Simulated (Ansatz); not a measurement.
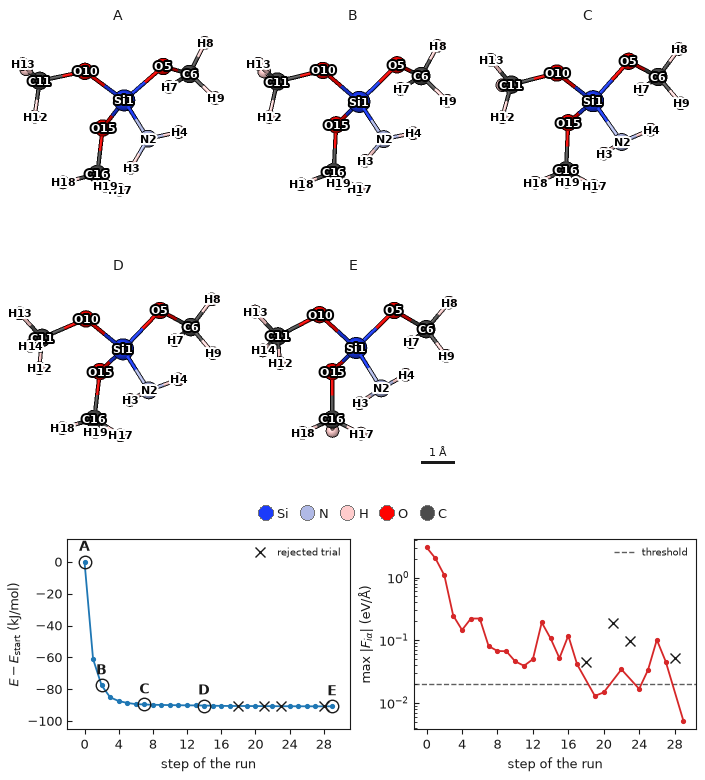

Frames of a relaxation of C$_{3}$H$_{11}$NO$_{3}$Si, marked on the history of the run. A ball-and-stick model, seen at a tilt.

The run prepares the start of a later molecular dynamics calculation, from a guessed geometry.

Method: Ansatz, RKS B3LYP/STO-3G.

Input
```yaml
crystal:
  periodic: [false, false, false]
  atoms:
    - { symbol: Si, position_ang: [0.0, 0.0, 0.0] }
    - { symbol: "N", position_ang: [0.0, 0.0, 1.82] }
    - { symbol: H, position_ang: [-0.877, -0.2713, 2.35] }
    - { symbol: H, position_ang: [0.877, 0.2713, 2.35] }
    - { symbol: O, position_ang: [1.5842, 0.0, -0.5594] }
    - { symbol: C, position_ang: [2.3503, -1.1632, -0.836] }
    - { symbol: H, position_ang: [1.7187, -1.9052, -1.3675] }
    - { symbol: H, position_ang: [3.2179, -0.8926, -1.4733] }
    - { symbol: H, position_ang: [2.7141, -1.6023, 0.1163] }
    - { symbol: O, position_ang: [-0.7913, 1.3709, -0.5594] }
    - { symbol: C, position_ang: [-2.1512, 1.4177, -0.9653] }
    - { symbol: H, position_ang: [-2.7687, 0.8215, -0.2614] }
    - { symbol: H, position_ang: [-2.5023, 2.4707, -0.9639] }
    - { symbol: H, position_ang: [-2.2473, 0.9975, -1.9882] }
    - { symbol: O, position_ang: [-0.7913, -1.3709, -0.5594] }
    - { symbol: C, position_ang: [-1.5365, -2.2685, 0.2501] }
    - { symbol: H, position_ang: [-1.2251, -2.1576, 1.3097] }
    - { symbol: H, position_ang: [-2.6187, -2.04, 0.1571] }
    - { symbol: H, position_ang: [-1.349, -3.3106, -0.083] }
basis:
  gaussian: { orbitals: STO-3G }
hamiltonian:
  xc: b3lyp
relax:
  f_tol: 0.02
  max_steps: 40
```

Run as
```bash
ansatz run input.yaml --threads 1 --pin off --max-ram 2048MiB --backend cpu --events-out ev --progress --plain --runs-dir out
```

**Describe the path.**

The largest move after the best rigid fit is that of H14, 0.98 Å. By element the largest moves are H 0.98 Å, N 0.35 Å, O 0.34 Å, C 0.26 Å, Si 0.20 Å. Near-neighbour distances that change, for instance: Si1–N2 1.820 → 1.768 Å, O10–C11 1.420 → 1.462 Å, Si1–O10 1.679 → 1.711 Å, N2–H3 1.060 → 1.049 Å. Among the angles between lasting bonds that change: H3–N2–H4 120.0° → 104.8°, Si1–O5–C6 125.0° → 111.7°, Si1–O15–C16 125.0° → 114.6°. Groups turn about O10–C11 by about 25°, Si1–O10 by about 25°, Si1–O5 by about 20°. The energy falls by 90.8 kJ/mol in 25 accepted moves (29 points after the start). Largest force component: 3 eV/Å at the start, 0.0052 eV/Å at the end. The line search rejected the trial steps at points 18, 21, 23, 28 of the run. The forces were under the threshold at step 19, but the run went on from there. Cost: 3.4 min on 1 thread of Arm Neoverse V1 (shared host), peak memory 0.17 GiB. From step 0 to 2: H3 moves most (0.29 Å), energy −77.6 kJ/mol. From step 2 to 7: H14 moves most (0.43 Å), energy −12.0 kJ/mol. From step 7 to 14: H14 moves most (0.35 Å), energy −0.67 kJ/mol. From step 14 to 29: H12 moves most (0.34 Å), energy −0.50 kJ/mol.

```tsv
step	E − E(0), kJ/mol	largest force component, eV/Å	note
0	0.00	3.0250	
1	-61.02	2.0176	
2	-77.60	1.0845	
3	-85.08	0.2473	
4	-87.46	0.1456	
5	-88.61	0.2216	
6	-89.37	0.2217	
7	-89.60	0.0806	
8	-89.78	0.0672	
9	-89.89	0.0666	
10	-89.98	0.0459	
11	-90.08	0.0390	
12	-90.13	0.0497	
13	-90.18	0.1919	
14	-90.27	0.1068	
15	-90.39	0.0517	
16	-90.47	0.1182	
17	-90.54	0.0410	
18	-90.51	0.0454	rejected
19	-90.57	0.0129	
20	-90.62	0.0147	
21	-90.47	0.1907	rejected
22	-90.67	0.0342	
23	-90.67	0.0963	rejected
24	-90.70	0.0167	
25	-90.73	0.0335	
26	-90.74	0.1013	
27	-90.76	0.0457	
28	-90.76	0.0526	rejected
29	-90.77	0.0052
```

Limits of the set-up: STO-3G is a minimal basis, so the numbers are rough.
